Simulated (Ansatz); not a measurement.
**AlNH₄Cl₂: nudged elastic band**

AlNH₄Cl₂, set up with RKS PBE0-D4/6-31G* (Ansatz 0.2.0).

One setting was made poor on purpose. It belongs to a series of runs on one base structure; here: an input spoilt on purpose.

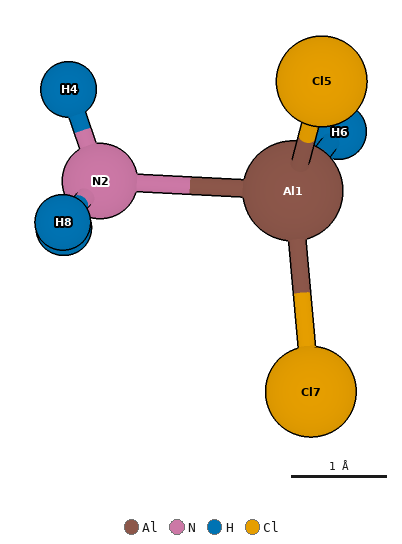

The starting structure (ball-and-stick view, seen at a tilt; atoms are numbered from 1 in the order of the input). Sticks mark near contacts. Bond lengths as drawn: Al–Cl 2.14 Å, Al–H 1.58 Å, Al–N 2.03 Å and H–N 1.02 Å.

## Input
```yaml
crystal:
  periodic: [false, false, false]
  atoms:
    - { symbol: Al, position_ang: [0.072998, -0.602494, 0.081443] }
    - { symbol: "N", position_ang: [0.126669, -0.203917, 2.075886] }
    - { symbol: H, position_ang: [-0.725192, -0.504049, 2.548872] }
    - { symbol: H, position_ang: [0.260799, 0.789752, 2.26073] }
    - { symbol: Cl, position_ang: [1.980095, 0.205215, -0.442113] }
    - { symbol: H, position_ang: [-1.213755, 0.153937, -0.444757] }
    - { symbol: Cl, position_ang: [-0.010487, -2.733942, 0.197718] }
    - { symbol: H, position_ang: [0.907272, -0.704403, 2.50122] }
basis:
  gaussian: { orbitals: "6-31G*" }
hamiltonian:
  xc: pbe0
  dispersion: d4
neb:
  order_check: false
  images: 9
  f_tol: 0.03
  max_iterations: 8
  optimiser: fire
  climbing: true
  final_atoms:
    - { symbol: Al, position_ang: [0.072998, -0.602494, 0.081443] }
    - { symbol: "N", position_ang: [0.126669, -0.203917, 2.075886] }
    - { symbol: H, position_ang: [-0.725192, -0.504049, 2.548872] }
    - { symbol: H, position_ang: [0.260799, 0.789752, 2.26073] }
    - { symbol: Cl, position_ang: [1.980095, 0.205215, -0.442113] }
    - { symbol: H, position_ang: [-1.213755, 0.153937, -0.444757] }
    - { symbol: Cl, position_ang: [-0.010487, -2.733942, 0.197718] }
    - { symbol: H, position_ang: [0.907272, -0.704403, 2.50122] }
  initial_path: idpp
```

Launched with:
```bash
ansatz run input.yaml --threads 1 --pin off --max-ram 2048MiB --backend cpu --events-out ev --progress --plain --runs-dir out
```

## Log
```
Error: invalid value for `neb.final_atoms`: is identical to crystal.atoms — the two endpoints must differ for a path to exist
```

## Outcome

- outcome: refused by the program
- hardware: 1 thread of Arm Neoverse V1, 24 GiB of memory available, shared host

## What went wrong

The program refused the input: “invalid value for `neb.final_atoms`: is identical to crystal.atoms — the two endpoints must differ for a path to exist” A deliberately poor setting: bad input.
